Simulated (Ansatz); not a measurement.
# H3NSi: what the fields show

Input file:

```
basis:
  gaussian: {orbitals: def2-TZVPD}
crystal:
  periodic: [false, false, false]
  atoms:
    - {symbol: "N", position_ang: [-0.034094, 0.516314, 0.403802]}
    - {symbol: Si, position_ang: [0.735569, -0.458494, -0.767156]}
    - {symbol: H, position_ang: [0.601416, -1.743985, 0.055680]}
    - {symbol: H, position_ang: [-0.169955, 1.505432, 0.263123]}
    - {symbol: H, position_ang: [-0.400456, 0.206463, 1.290252]}
total_charge: 0
hamiltonian: {xc: pbe0}
output: {forces: true, orbitals: {seedname: orbitals}}
```

Launched as:

```sh
ansatz run input.yaml --threads 1 --pin off --max-ram 2610MiB --events-out events.jsonl --progress --plain --runs-dir runs
```

Geometry: PBE0-D4/def2-TZVP.

Method: isolated molecule in a Gaussian basis; Kohn-Sham density functional theory, functional PBE0 (Ansatz 0.2.0).

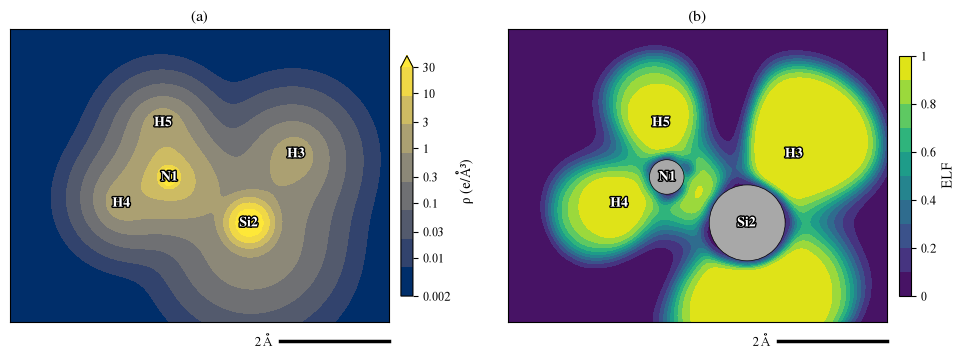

Figure 1. (a) electron density; (b) ELF on the molecular plane. Grey discs cover the atomic cores in the ELF map.

Question: Describe what can be read from this map.

Answer: The plane passes through N, Si and H nuclei.
Si–N (1.71 Å): ρ at the midpoint is about 1.1 e/Å³; the ELF peaks at about 0.90 between the atoms; a shared but strongly polarised pair.
N–H (1.01 Å): ρ at the midpoint is about 2.9 e/Å³; the ELF climbs to about 1 towards the hydrogen, as it does in any bond to H; an ordinary covalent bond to hydrogen.
Si–H (1.53 Å): ρ at the midpoint is about 0.76 e/Å³; the ELF climbs to about 1 towards the hydrogen.
The ELF also peaks beside Si2, away from the bonds: lone-pair regions.

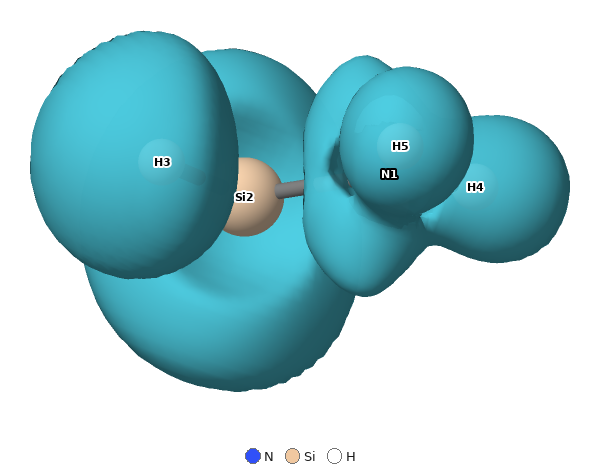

Figure 2. Isosurface of the electron localisation function at 0.75 (cyan), seen from one side. Core shells and regions of very low density are left out.

Question: What do the ELF domains correspond to?

Answer: The ELF exceeds this value in one region around a hydrogen nucleus, one lobe on Si, pointing away from the bonds (lone pairs) and one joined region spread over several atoms (H, N), in which their bonds and any lone pairs are merged.

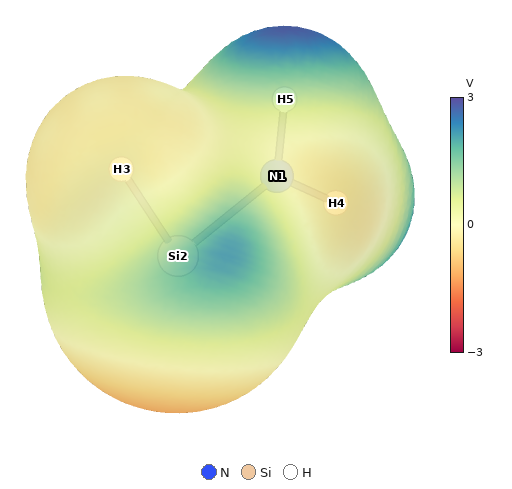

Figure 3. The electrostatic potential painted on the density surface at 0.004 e/bohr³, seen at a tilt; red is negative and blue positive.

Question: Describe the electrostatic potential map.

Answer: The most negative region (about −1.2 V) lies over Si2, the most positive (about +2.8 V) over H4 and H5.

Question: How polar is the molecule by this calculation?

Answer: Its dipole moment is 2.03 D.
